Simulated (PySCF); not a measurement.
# Run report: C2H5ClSi, polarizability calculation

The run: polarizability calculation of C2H5ClSi, SMILES C=C[SiH2]Cl. Method and program: HF/3-21G, RHF (PySCF 2.14.0).

The geometry comes from this level: PBE0-D4/def2-TZVP.

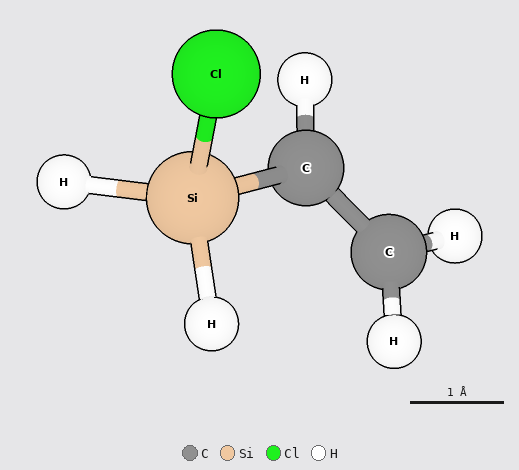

**Figure 1.** The structure as given in the input (ball-and-stick view, seen at a tilt). Bond lengths as drawn: Cl–Si 2.06 Å, C–C 1.33 Å, C–H 1.09 Å, C–Si 1.85 Å and H–Si 1.48 Å.

The input (calc.py):
```python
import numpy
from pyscf import gto
from pyscf.prop.polarizability import rhf

system = gto.M(
    atom='''
C    0.396300   1.358000  -0.670900
C    0.503500   0.462500   0.307200
Si  -0.556200  -1.050900   0.359200
Cl   0.613200  -2.745400   0.263100
H   -0.307800   1.229100  -1.488500
H    1.004400   2.257700  -0.701800
H    1.229100   0.635300   1.099800
H   -1.324800  -1.144200   1.623700
H   -1.469200  -1.048400  -0.808900
''',
    max_memory=1860,
    basis='3-21g',
    verbose=4,
)

calc0 = system.RHF()
calc0.conv_tol = 1e-10
calc0.kernel()
if not calc0.converged:
    calc0 = calc0.newton().run(calc0.mo_coeff, calc0.mo_occ)

etot = calc0.e_tot
print('E = %.10f Eh' % etot)
pol = rhf.Polarizability(calc0)
alpha = pol.polarizability()
print('isotropic polarizability %.4f bohr^3' % (numpy.trace(alpha) / 3))
alpha_w = pol.polarizability_with_freq(freq=0.0774)
beta = pol.hyper_polarizability()
```

Launch command:
```bash
OMP_NUM_THREADS=1 python calc.py
```

The program's output:
```
PySCF version 2.14.0

[INPUT] num. atoms = 9
[INPUT] num. electrons = 48
[INPUT] charge = 0
[INPUT] spin (= nelec alpha-beta = 2S) = 0
[INPUT] symmetry False subgroup None
[INPUT] Mole.unit = angstrom
[INPUT] Symbol           X                Y                Z      unit          X                Y                Z       unit  Magmom
[INPUT]  1 C      0.396300000000   1.358000000000  -0.670900000000 AA    0.748898463165   2.566248077159  -1.267817256971 Bohr   0.0
[INPUT]  2 C      0.503500000000   0.462500000000   0.307200000000 AA    0.951477103719   0.873998332611   0.580523865466 Bohr   0.0
[INPUT]  3 Si    -0.556200000000  -1.050900000000   0.359200000000 AA   -1.051065670483  -1.985913184305   0.678789623944 Bohr   0.0
[INPUT]  4 Cl     0.613200000000  -2.745400000000   0.263100000000 AA    1.158780059583  -5.188054102381   0.497186943373 Bohr   0.0
[INPUT]  5 H     -0.307800000000   1.229100000000  -1.488500000000 AA   -0.581657701141   2.322662379703  -2.812857336415 Bohr   0.0
[INPUT]  6 H      1.004400000000   2.257700000000  -0.701800000000 AA    1.898040919513   4.266434671431  -1.326209794220 Bohr   0.0
[INPUT]  7 H      1.229100000000   0.635300000000   1.099800000000 AA    2.322662379703   1.200543006936   2.078320791797 Bohr   0.0
[INPUT]  8 H     -1.324800000000  -1.144200000000   1.623700000000 AA   -2.503509169824  -2.162224631727   3.068348308456 Bohr   0.0
[INPUT]  9 H     -1.469200000000  -1.048400000000  -0.808900000000 AA   -2.776385622211  -1.981188868994  -1.528599462161 Bohr   0.0

nuclear repulsion = 194.221231499528
number of shells = 34
number of NR pGTOs = 99
number of NR cGTOs = 54
basis = 3-21g
ecp = {}

******** <class 'pyscf.scf.hf.RHF'> ********
method = RHF
initial guess = minao
damping factor = 0
level_shift factor = 0
DIIS = <class 'pyscf.scf.diis.CDIIS'>
diis_start_cycle = 1
diis_space = 8
diis_damp = 0
SCF conv_tol = 1e-10
SCF conv_tol_grad = None
SCF max_cycles = 50
direct_scf = True
direct_scf_tol = 1e-13
Set gradient conv threshold to 1e-05
Initial guess from minao.
init E= -822.791426068085
  HOMO = -0.293102837588256  LUMO = 0.025297257704737  gap/eV = 8.66411
cycle= 1 E= -822.882543337963  delta_E= -0.0911  |g|= 0.31  |ddm|=  2.6
  HOMO = -0.419926026889611  LUMO = 0.0823917006254307  gap/eV = 13.66876
cycle= 2 E= -822.920842474657  delta_E= -0.0383  |g|= 0.0954  |ddm|= 0.64
  HOMO = -0.400447646301003  LUMO = 0.107607337292335  gap/eV = 13.82488
cycle= 3 E= -822.923701888537  delta_E= -0.00286  |g|= 0.026  |ddm|= 0.156
  HOMO = -0.402946726993946  LUMO = 0.107838293217429  gap/eV = 13.89917
cycle= 4 E= -822.923984343435  delta_E= -0.000282  |g|= 0.00372  |ddm|= 0.0552
  HOMO = -0.402623531807435  LUMO = 0.10742454007756  gap/eV = 13.87911
cycle= 5 E= -822.92398991896  delta_E= -5.58e-06  |g|= 0.0011  |ddm|= 0.00801
  HOMO = -0.402721211416234  LUMO = 0.107376985852509  gap/eV = 13.88048
cycle= 6 E= -822.923990401532  delta_E= -4.83e-07  |g|= 0.000373  |ddm|= 0.00212
  HOMO = -0.402667661770644  LUMO = 0.10742133055608  gap/eV = 13.88023
cycle= 7 E= -822.923990465696  delta_E= -6.42e-08  |g|= 0.0001  |ddm|= 0.000684
  HOMO = -0.40264220238668  LUMO = 0.107432542417369  gap/eV = 13.87984
cycle= 8 E= -822.923990473322  delta_E= -7.63e-09  |g|= 2.54e-05  |ddm|= 0.00029
  HOMO = -0.402647154707775  LUMO = 0.107428785598792  gap/eV = 13.87987
cycle= 9 E= -822.923990473807  delta_E= -4.85e-10  |g|= 8.23e-06  |ddm|= 6.62e-05
  HOMO = -0.402645465791239  LUMO = 0.107429502745519  gap/eV = 13.87985
cycle= 10 E= -822.92399047387  delta_E= -6.25e-11  |g|= 2.85e-06  |ddm|= 2.14e-05
  HOMO = -0.402645956418625  LUMO = 0.107429133951799  gap/eV = 13.87985
```

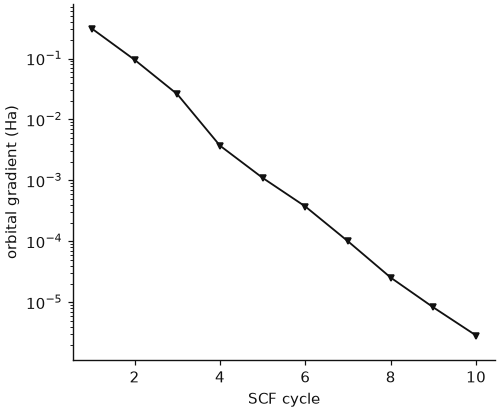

**Figure 2.** Convergence of the self-consistent field: orbital gradient against the SCF cycle. The residual falls at every step.

```
Extra cycle  E= -822.923990473871  delta_E= -9.09e-13  |g|= 1.43e-06  |ddm|= 5.8e-06
converged SCF energy = -822.923990473871
E = -822.9239904739 Eh
Isotropic polarizability 44.7392707095
Polarizability anisotropy 18.1133366484
isotropic polarizability 44.7393 bohr^3
```

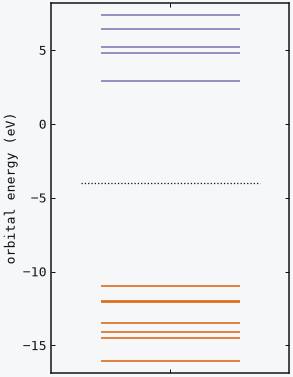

**Figure 3.** Orbital energies near the frontier; the dotted line parts filled from empty levels, and levels within 0.02 eV of each other stand side by side. Highest filled −10.96 eV, lowest empty 2.92 eV, 13.88 eV apart.

Results in brief:

```tsv
quantity	value
outcome	converged
total energy	−822.923990 hartree
basis functions	54
HOMO	−10.96 eV
LUMO	2.92 eV
dipole moment	3.51 D
hardware	1 thread of Arm Neoverse V2, 24 GiB of memory available, shared host
wall time	5.1 s
peak memory	0.13 GiB
```
